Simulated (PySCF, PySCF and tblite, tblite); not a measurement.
# C8H14O: conformers and averaged spectra, part 3 of 3

PySCF and tblite. Atoms count from 0. The steps go on from the part before.

## 11. Shieldings, conformer 4: WP04/6-31G*

Job settings and geometry (Å):

```
{"job": {"xc": "WP04", "basis": "6-31G*", "kind": "nmr", "pop": false}, "charge": 0, "multiplicity": 1}
C     -1.168693     2.165546     0.156043
C     -1.009688     0.945278    -0.326871
C     -1.985662    -0.169157    -0.093256
C     -1.274013    -1.331183     0.603350
C     -0.073045    -1.795440    -0.214284
C      0.910143    -0.641698    -0.424080
O      1.427172    -0.303445     0.848396
C      2.527831     0.564228     0.835044
C      0.192515     0.529896    -1.121283
H     -0.445213     2.946184    -0.012066
H     -2.034076     2.438190     0.736238
H     -2.378934    -0.513393    -1.055043
H     -2.823072     0.177512     0.513765
H     -1.967785    -2.161847     0.747768
H     -0.920959    -1.000212     1.580507
H      0.440460    -2.602692     0.309692
H     -0.398176    -2.165094    -1.188994
H      1.743804    -0.976776    -1.069118
H      3.311137     0.203257     0.155272
H      2.914497     0.582077     1.852842
H      2.249452     1.583208     0.544074
H      0.876380     1.368650    -1.257366
H     -0.118826     0.183896    -2.110554
```

The log of the run:

```text
coarse grid: 18456 points
cycle   1  E = -397.9445491762  dE =  9.562e-01  |g| = 9.849e-01  |ddm| = 4.354e+00
cycle   2  E = -397.6611508200  dE =  2.834e-01  |g| = 1.524e+00  |ddm| = 2.847e+00
cycle   3  E = -398.1639749904  dE = -5.028e-01  |g| = 2.111e-01  |ddm| = 2.066e+00
cycle   4  E = -398.1727768512  dE = -8.802e-03  |g| = 6.393e-02  |ddm| = 2.303e-01
cycle   5  E = -398.1736275462  dE = -8.507e-04  |g| = 2.290e-02  |ddm| = 7.101e-02
cycle   6  E = -398.1737302485  dE = -1.027e-04  |g| = 1.230e-02  |ddm| = 3.038e-02
cycle   7  E = -398.1737686860  dE = -3.844e-05  |g| = 1.081e-03  |ddm| = 1.228e-02
cycle   8  E = -398.1737689295  dE = -2.435e-07  |g| = 3.835e-04  |ddm| = 1.403e-03
final grid: 176080 points
cycle   9  E = -398.0742154972  dE = -7.178e-05  |g| = 1.220e-02  |ddm| = 3.977e-02
cycle  10  E = -398.0741868310  dE =  2.867e-05  |g| = 1.668e-02  |ddm| = 2.809e-02
cycle  11  E = -398.0742527899  dE = -6.596e-05  |g| = 2.751e-03  |ddm| = 1.662e-02
cycle  12  E = -398.0742545280  dE = -1.738e-06  |g| = 5.674e-04  |ddm| = 2.862e-03
cycle  13  E = -398.0742546039  dE = -7.590e-08  |g| = 2.138e-04  |ddm| = 6.375e-04
cycle  14  E = -398.0742546137  dE = -9.782e-09  |g| = 5.617e-05  |ddm| = 2.406e-04
cycle  15  E = -398.0742546144  dE = -6.581e-10  |g| = 1.146e-05  |ddm| = 6.518e-05
converged SCF energy = -398.0742546144

GIAO shielding tensors (ppm)
atom      isotropic    diamagn.    paramagn.     s11        s22        s33       span
  0 C       83.901     262.248    -178.346     -3.926    106.603    149.028    152.954
  1 C       49.586     247.163    -197.577    -53.760     41.191    161.325    215.085
  2 C      149.632     249.142     -99.509    144.365    147.120    157.413     13.048
  3 C      158.954     246.245     -87.291    149.865    158.641    168.357     18.491
  4 C      151.637     247.260     -95.623    143.103    151.748    160.060     16.957
  5 C      108.468     241.099    -132.632     90.666     91.659    143.078     52.412
  6 O      289.103     396.003    -106.900    261.637    286.026    319.646     58.009
  7 C      131.169     245.415    -114.246    101.037    113.653    178.818     77.781
  8 C      148.706     253.161    -104.455    137.095    145.495    163.527     26.432
  9 H       28.205      33.546      -5.340     25.465     26.786     32.365      6.900
 10 H       28.150      31.795      -3.645     25.567     26.582     32.301      6.734
 11 H       30.627      30.648      -0.022     28.081     28.656     35.143      7.062
 12 H       30.449      30.383       0.066     26.739     29.412     35.198      8.459
 13 H       31.157      29.516       1.641     26.464     29.636     37.370     10.906
 14 H       30.529      32.090      -1.561     27.473     29.809     34.306      6.833
 15 H       30.745      30.219       0.526     26.886     29.339     36.011      9.125
 16 H       31.194      31.454      -0.260     28.216     29.420     35.948      7.732
 17 H       29.080      30.878      -1.798     26.774     28.255     32.211      5.437
 18 H       29.792      29.481       0.311     26.328     27.403     35.645      9.317
 19 H       29.161      29.640      -0.479     25.423     26.786     35.273      9.851
 20 H       29.103      31.562      -2.459     24.604     28.322     34.384      9.779
 21 H       30.032      33.739      -3.707     27.348     29.718     33.030      5.682
 22 H       30.771      32.191      -1.420     28.279     28.738     35.297      7.018
```

Wall time 65 s (1 thread of Intel Xeon at 2.50GHz, shared host); peak memory 0.78 GiB.

In short: HOMO -7.71 eV, LUMO -1.05 eV; dipole 1.12 D.

## 12. Single-point energy, conformer 4: B3LYP/def2-SVP

Changed since step 11:

```diff
@@ -1,2 +1,2 @@
-{"job": {"xc": "WP04", "basis": "6-31G*", "kind": "nmr", "pop": false}, "charge": 0, "multiplicity": 1}
+{"job": {"xc": "B3LYP", "basis": "def2-SVP", "kind": "sp"}, "charge": 0, "multiplicity": 1}
 C     -1.168693     2.165546     0.156043
```

The log of the run:

```text
coarse grid: 18456 points
cycle   1  E = -388.0020099084  dE =  1.028e+00  |g| = 6.853e-01  |ddm| = 4.960e+00
cycle   2  E = -387.8951540902  dE =  1.069e-01  |g| = 1.009e+00  |ddm| = 2.202e+00
cycle   3  E = -388.1082533092  dE = -2.131e-01  |g| = 1.209e-01  |ddm| = 1.492e+00
cycle   4  E = -388.1109143214  dE = -2.661e-03  |g| = 4.338e-02  |ddm| = 1.661e-01
cycle   5  E = -388.1113457030  dE = -4.314e-04  |g| = 8.753e-03  |ddm| = 5.456e-02
cycle   6  E = -388.1113596361  dE = -1.393e-05  |g| = 4.537e-03  |ddm| = 1.437e-02
cycle   7  E = -388.1113649057  dE = -5.270e-06  |g| = 7.257e-04  |ddm| = 5.363e-03
final grid: 176080 points
cycle   8  E = -388.1957586607  dE = -6.562e-05  |g| = 7.712e-03  |ddm| = 4.765e-02
cycle   9  E = -388.1957446517  dE =  1.401e-05  |g| = 1.093e-02  |ddm| = 2.025e-02
cycle  10  E = -388.1957733010  dE = -2.865e-05  |g| = 1.674e-03  |ddm| = 1.268e-02
cycle  11  E = -388.1957739882  dE = -6.872e-07  |g| = 2.859e-04  |ddm| = 2.002e-03
cycle  12  E = -388.1957740067  dE = -1.850e-08  |g| = 1.148e-04  |ddm| = 3.956e-04
cycle  13  E = -388.1957740093  dE = -2.594e-09  |g| = 4.146e-05  |ddm| = 1.616e-04
cycle  14  E = -388.1957740097  dE = -3.466e-10  |g| = 6.130e-06  |ddm| = 5.711e-05
converged SCF energy = -388.1957740097
```

Wall time 42 s (1 thread of Intel Xeon at 2.50GHz, shared host); peak memory 0.7 GiB.

Key values: HOMO -6.59 eV, LUMO 0.49 eV; dipole 1.09 D.

## 13. Shieldings, conformer 5: WP04/6-31G*

Job settings and geometry (Å):

```
{"job": {"xc": "WP04", "basis": "6-31G*", "kind": "nmr", "pop": false}, "charge": 0, "multiplicity": 1}
C     -2.267873     1.311924     0.818220
C     -1.598278     0.439083     0.085843
C     -1.650372    -1.041904     0.319954
C     -0.235272    -1.563300     0.576102
C      0.673872    -1.221709    -0.599180
C      0.728079     0.298177    -0.806340
O      1.261151     0.988715     0.308422
C      2.651134     0.892850     0.457578
C     -0.688164     0.844316    -1.036144
H     -2.200248     2.372065     0.643237
H     -2.911779     1.001463     1.624024
H     -2.060191    -1.537975    -0.565607
H     -2.296079    -1.271178     1.168678
H     -0.254585    -2.643771     0.734145
H      0.158198    -1.088817     1.476982
H      1.679072    -1.609942    -0.422543
H      0.295526    -1.681277    -1.514945
H      1.350623     0.519008    -1.692841
H      3.171203     1.184378    -0.464730
H      2.973036    -0.117538     0.736537
H      2.920568     1.582309     1.256072
H     -0.642097     1.930533    -1.113015
H     -1.062275     0.439575    -1.980372
```

The log of the run:

```text
coarse grid: 18456 points
cycle   1  E = -397.9431870978  dE =  9.563e-01  |g| = 9.874e-01  |ddm| = 4.355e+00
cycle   2  E = -397.6545860020  dE =  2.886e-01  |g| = 1.533e+00  |ddm| = 2.857e+00
cycle   3  E = -398.1636123017  dE = -5.090e-01  |g| = 2.145e-01  |ddm| = 2.075e+00
cycle   4  E = -398.1726685545  dE = -9.056e-03  |g| = 6.488e-02  |ddm| = 2.306e-01
cycle   5  E = -398.1735335602  dE = -8.650e-04  |g| = 2.421e-02  |ddm| = 7.207e-02
cycle   6  E = -398.1736528458  dE = -1.193e-04  |g| = 1.226e-02  |ddm| = 3.137e-02
cycle   7  E = -398.1736908317  dE = -3.799e-05  |g| = 1.297e-03  |ddm| = 1.236e-02
cycle   8  E = -398.1736912083  dE = -3.766e-07  |g| = 4.014e-04  |ddm| = 1.709e-03
final grid: 176080 points
cycle   9  E = -398.0740253882  dE = -8.074e-05  |g| = 1.223e-02  |ddm| = 5.043e-02
cycle  10  E = -398.0740023171  dE =  2.307e-05  |g| = 1.607e-02  |ddm| = 2.755e-02
cycle  11  E = -398.0740637119  dE = -6.139e-05  |g| = 2.174e-03  |ddm| = 1.533e-02
cycle  12  E = -398.0740646799  dE = -9.680e-07  |g| = 4.809e-04  |ddm| = 2.364e-03
cycle  13  E = -398.0740647280  dE = -4.807e-08  |g| = 1.921e-04  |ddm| = 5.535e-04
cycle  14  E = -398.0740647365  dE = -8.579e-09  |g| = 6.395e-05  |ddm| = 2.257e-04
cycle  15  E = -398.0740647375  dE = -9.348e-10  |g| = 1.306e-05  |ddm| = 7.292e-05
converged SCF energy = -398.0740647375

GIAO shielding tensors (ppm)
atom      isotropic    diamagn.    paramagn.     s11        s22        s33       span
  0 C       83.536     261.505    -177.969     -3.415    105.429    148.596    152.011
  1 C       50.295     246.910    -196.615    -53.532     43.302    161.114    214.646
  2 C      149.585     249.014     -99.429    144.551    147.799    156.405     11.855
  3 C      159.794     247.221     -87.427    151.001    158.712    169.670     18.669
  4 C      156.875     248.940     -92.065    146.105    158.453    166.068     19.964
  5 C      108.498     241.288    -132.790     88.875     92.093    144.525     55.650
  6 O      291.946     396.987    -105.041    266.674    296.131    313.034     46.360
  7 C      130.933     244.567    -113.634    100.123    113.096    179.581     79.458
  8 C      143.984     251.393    -107.410    140.271    140.923    150.757     10.486
  9 H       28.228      32.681      -4.453     25.497     26.679     32.510      7.013
 10 H       28.194      31.571      -3.378     25.524     26.657     32.401      6.877
 11 H       30.634      30.624       0.010     27.988     28.746     35.169      7.181
 12 H       30.449      30.488      -0.039     26.736     29.348     35.262      8.526
 13 H       31.181      30.277       0.904     26.427     29.779     37.339     10.912
 14 H       30.672      32.839      -2.167     27.352     30.259     34.405      7.053
 15 H       30.595      31.850      -1.255     26.584     29.967     35.233      8.649
 16 H       31.404      32.204      -0.800     28.488     29.421     36.304      7.816
 17 H       29.084      31.129      -2.044     26.774     28.326     32.154      5.380
 18 H       29.759      29.210       0.549     26.263     27.297     35.716      9.453
 19 H       29.259      30.408      -1.150     24.932     27.887     34.956     10.024
 20 H       29.158      29.535      -0.377     25.306     26.842     35.327     10.021
 21 H       30.252      32.132      -1.879     27.064     29.591     34.101      7.037
 22 H       30.557      31.349      -0.792     28.237     28.471     34.962      6.724
```

Wall time 64 s (1 thread of Intel Xeon at 2.50GHz, shared host); peak memory 0.83 GiB.

In short: HOMO -7.63 eV, LUMO -0.97 eV; dipole 1.64 D.

## 14. Single-point energy, conformer 5: B3LYP/def2-SVP

Changed since step 13:

```diff
@@ -1,2 +1,2 @@
-{"job": {"xc": "WP04", "basis": "6-31G*", "kind": "nmr", "pop": false}, "charge": 0, "multiplicity": 1}
+{"job": {"xc": "B3LYP", "basis": "def2-SVP", "kind": "sp"}, "charge": 0, "multiplicity": 1}
 C     -2.267873     1.311924     0.818220
```

The log of the run:

```text
coarse grid: 18456 points
cycle   1  E = -388.0001242143  dE =  1.028e+00  |g| = 6.890e-01  |ddm| = 4.960e+00
cycle   2  E = -387.8909531145  dE =  1.092e-01  |g| = 1.017e+00  |ddm| = 2.161e+00
cycle   3  E = -388.1075306559  dE = -2.166e-01  |g| = 1.225e-01  |ddm| = 1.449e+00
cycle   4  E = -388.1102497202  dE = -2.719e-03  |g| = 4.419e-02  |ddm| = 1.618e-01
cycle   5  E = -388.1106950562  dE = -4.453e-04  |g| = 9.292e-03  |ddm| = 5.300e-02
cycle   6  E = -388.1107101262  dE = -1.507e-05  |g| = 5.117e-03  |ddm| = 1.493e-02
cycle   7  E = -388.1107168263  dE = -6.700e-06  |g| = 7.602e-04  |ddm| = 5.975e-03
final grid: 176080 points
cycle   8  E = -388.1952134798  dE = -7.037e-05  |g| = 7.651e-03  |ddm| = 6.016e-02
cycle   9  E = -388.1952028009  dE =  1.068e-05  |g| = 1.029e-02  |ddm| = 1.971e-02
cycle  10  E = -388.1952280641  dE = -2.526e-05  |g| = 1.468e-03  |ddm| = 1.163e-02
cycle  11  E = -388.1952285684  dE = -5.043e-07  |g| = 2.952e-04  |ddm| = 1.843e-03
cycle  12  E = -388.1952285877  dE = -1.925e-08  |g| = 1.242e-04  |ddm| = 3.997e-04
cycle  13  E = -388.1952285910  dE = -3.294e-09  |g| = 3.964e-05  |ddm| = 1.631e-04
cycle  14  E = -388.1952285913  dE = -3.273e-10  |g| = 7.193e-06  |ddm| = 5.773e-05
converged SCF energy = -388.1952285913
```

Run time: 48 s. Hardware: 1 thread of Intel Xeon at 2.50GHz, shared host; peak memory 0.67 GiB.

In short: HOMO -6.50 eV, LUMO 0.56 eV; dipole 1.65 D.

## 15. Averages: properties at WP04/6-31G*

Job settings and geometry (Å):

```
{"job": {"study": "conf", "smiles": "C=C1CCC[C@H](OC)C1", "search": {"seed": 7784, "n_embed": 90, "ff_keep": 18, "window": 3.0, "nmax": 10, "temps": [220, 260, 298.15, 340, 380], "t_ref": 298.15, "order": 0.001}, "level": {"nmr": {"xc": "WP04", "basis": "6-31G*"}, "sp": {"xc": "B3LYP", "basis": "def2-SVP"}}, "kind": "conf"}, "charge": 0, "multiplicity": 1}
C     -1.873993     1.897246    -0.681778
C     -1.339311     0.841675    -0.090981
C     -2.055610    -0.467919     0.055899
C     -1.246325    -1.570581    -0.630974
C      0.169425    -1.624223    -0.069796
C      0.877540    -0.280106    -0.237781
O      2.173580    -0.422097     0.314713
C      3.094390     0.566505    -0.063224
C      0.059835     0.829949     0.447638
H     -1.336884     2.824608    -0.790809
H     -2.877944     1.882020    -1.071505
H     -3.055229    -0.407971    -0.376630
H     -2.155900    -0.708755     1.117855
H     -1.205687    -1.368195    -1.703883
H     -1.736359    -2.535249    -0.487758
H      0.146699    -1.866558     0.994045
H      0.752987    -2.395544    -0.574512
H      0.963521    -0.041848    -1.312435
H      3.154263     0.656760    -1.155526
H      4.060438     0.248698     0.325606
H      2.846174     1.547437     0.357908
H      0.046240     0.620818     1.520955
H      0.533397     1.800313     0.291519
```

The log of the run:

```text
conformer  sym    E(xTB)   E(DFT)   G(298.15 K)  weight  dipole/D
    1     C1      0.000    0.009    0.000   0.3326    0.647
    2     C1      0.106    0.083    0.058   0.3016    1.352
    3     C1      0.695    2.232    2.441   0.0054    1.421
    4     C1      0.759    0.000    0.171   0.2491    1.089
    5     C1      1.124    0.542    0.648   0.1113    1.648

mean shielding (ppm) by class
class atoms           220 K      260 K   298.15 K      340 K      380 K
  0 C  0             84.042     84.036     84.031     84.027     84.024
  1 C  1             49.517     49.526     49.533     49.538     49.541
  2 C  2            149.966    149.963    149.962    149.961    149.961
  3 C  3            158.372    158.389      158.4    158.408    158.414
  4 C  4            152.969    153.048     153.11    153.165     153.21
  5 C  5            106.797    106.815     106.83    106.845    106.859
  6 O  6            284.791    284.868    284.924    284.971    285.005
  7 C  7            130.947    130.955    130.968    130.986    131.006
  8 C  8            145.884    145.831     145.79    145.755    145.728
  9 H  9             28.222     28.222     28.222     28.222     28.222
 10 H  10            28.206     28.206     28.206     28.206     28.206
 11 H  11            30.588     30.588     30.588     30.588     30.589
 12 H  12            30.595     30.594     30.594     30.594     30.594
 13 H  13            31.252     31.252     31.252     31.252     31.252
 14 H  14            30.795     30.794     30.795     30.795     30.795
 15 H  15            31.038     31.035     31.032     31.029     31.027
 16 H  16            30.846     30.851     30.855     30.858      30.86
 17 H  17            29.246     29.245     29.243     29.241     29.239
 18 H  18,19,20      29.345     29.346     29.347     29.348     29.348
 19 H  21            30.429     30.427     30.426     30.425     30.425
 20 H  22            30.321     30.323     30.324     30.325     30.325
```

Wall time 11 min (1 thread of Intel Xeon at 2.50GHz, shared host). This counts the runs that the step sums up.

The search (ETKDG and KDG, MMFF94s, GFN2-xTB) embedded 90 structures, kept 14 distinct ones after the force field and 13 after xTB; 5 were carried on (window 3.0 kcal/mol at the search's own energies). Energies: B3LYP/def2-SVP with D3(BJ).

The conformers at 298 K:

```
no.  group  mirror pair  ΔE xTB  ΔE DFT    ΔG  weight (%)  μ (D)  C4–C5–O6–C7 (°)     A, B, C (GHz)
  1     C1           no    0.00    0.01  0.00        33.3   0.65              163  2.65, 1.19, 0.89
  2     C1           no    0.11    0.08  0.06        30.2   1.35               77  2.94, 1.10, 0.88
  3     C1           no    0.69    2.23  2.44         0.5   1.42              -62  2.77, 1.17, 0.93
  4     C1           no    0.76    0.00  0.17        24.9   1.09              169  2.16, 1.54, 1.12
  5     C1           no    1.12    0.54  0.65        11.1   1.65               75  2.42, 1.35, 1.10
```

Energies in kcal/mol. ΔG holds xTB vibrations and rotation, symmetry numbers and mirror pairs.

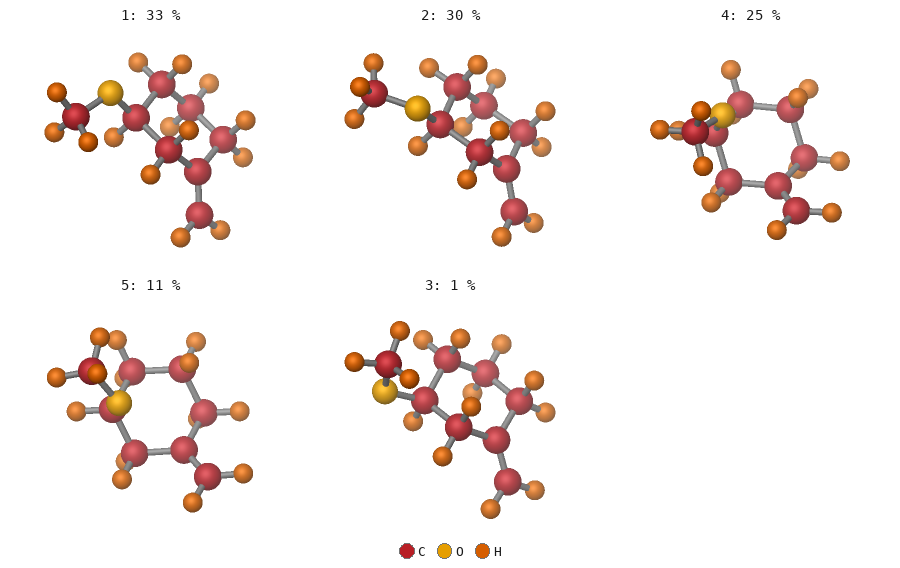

The conformers with their weights.

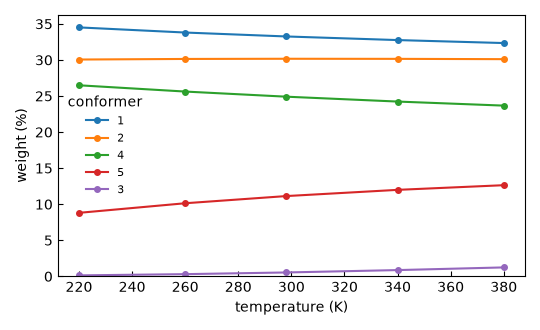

Weights against temperature.

Other ways of weighting, at the same temperature:

```
                                  scheme    1   2   4   5   3  mean μ (D)
                         DFT free energy   33  30  25  11   1        1.08
            DFT energy, symmetry counted   30  27  30  12   1        1.10
                        DFT energy alone   30  27  30  12   1        1.10
            xTB energy, symmetry counted   39  32  11   6  12        1.07
                         xTB free energy   42  36   9   5   9        1.06
                   lowest conformer only  100   0   0   0   0        0.65
                           equal weights   20  20  20  20  20        1.23
conformers found from three starts alone  100   0   0   0   0        0.65
```

Shifts against references run at the same level (1H TMS 32.67, 13C TMS 186.1, 17O H2O 314.5 ppm of shielding), by class of atoms, at 298 K:

```
        atoms                              environment  no. 1  no. 2  no. 4  average
           C1          fully substituted alkene carbon  136.7  136.8  136.5    136.6
           C0                     terminal =CH2 carbon  101.9  101.9  102.2    102.1
           C5                       sp3 CH bonded to O   80.3   80.2   77.6     79.3
           C7                methyl carbon bonded to O   55.2   55.3   54.9     55.1
           C8                          allylic sp3 CH2   39.8   42.6   37.4     40.3
           C2                          allylic sp3 CH2   36.0   35.9   36.5     36.1
           C4                        sp3 CH2 in a ring   34.7   31.3   34.4     33.0
           C3                        sp3 CH2 in a ring   28.3   28.0   27.1     27.7
          H10       hydrogen on a terminal =CH2 carbon   4.43   4.44   4.52     4.46
           H9       hydrogen on a terminal =CH2 carbon   4.43   4.45   4.46     4.45
          H17        hydrogen on an sp3 CH bonded to O   3.34   3.32   3.59     3.43
H18, H19, H20  hydrogen on a methyl carbon bonded to O   3.34   3.33   3.32     3.32
          H22           hydrogen on an allylic sp3 CH2   2.67   2.44   1.90     2.34
          H21           hydrogen on an allylic sp3 CH2   1.95   2.17   2.64     2.24
          H11           hydrogen on an allylic sp3 CH2   2.10   2.11   2.04     2.08
          H12           hydrogen on an allylic sp3 CH2   2.00   1.99   2.22     2.07
          H14         hydrogen on an sp3 CH2 in a ring   1.73   1.77   2.14     1.87
          H16         hydrogen on an sp3 CH2 in a ring   1.94   2.15   1.47     1.81
          H15         hydrogen on an sp3 CH2 in a ring   1.57   1.31   1.92     1.64
          H13         hydrogen on an sp3 CH2 in a ring   1.40   1.33   1.51     1.42
           O6                             ether oxygen   32.7   32.1   25.4     29.5
```

Effective distances for nuclear Overhauser effects, ⟨r⁻⁶⟩^(−1/6) over all pairs of two classes (Å): H11···H12 1.77; H13···H14 1.77; H15···H16 1.77; H21···H22 1.77; H9···H10 1.83; H17···H22 2.46; H11···H13 2.47; H12···H14 2.47.

## 16. Summary of results

This closing draws on all 3 parts.

| quantity | value |
| --- | --- |
| conformers | 5; the first in weight is no. 1 (C1), 33 % at 298 K |
| root-mean-square dipole | 1.14 D |
| averaged 13C shifts (WP04/6-31G*) | 136.6, 102.1, 79.3, 55.1, 40.3, 36.1, 33.0, 27.7 ppm |
| averaged 1H shifts (WP04/6-31G*) | 4.46, 4.45, 3.43, 3.32, 2.34, 2.24, 2.08, 2.07, 1.87, 1.81, 1.64, 1.42 ppm |

What this shows: Conformer 1 leads with 33 % at 298 K, and its share goes from 35 % at 220 K to 32 % at 380 K. Among conformers over 5 %, H16 differs by 0.89 ppm, while the average moves by 0.01 ppm from 220 to 380 K.
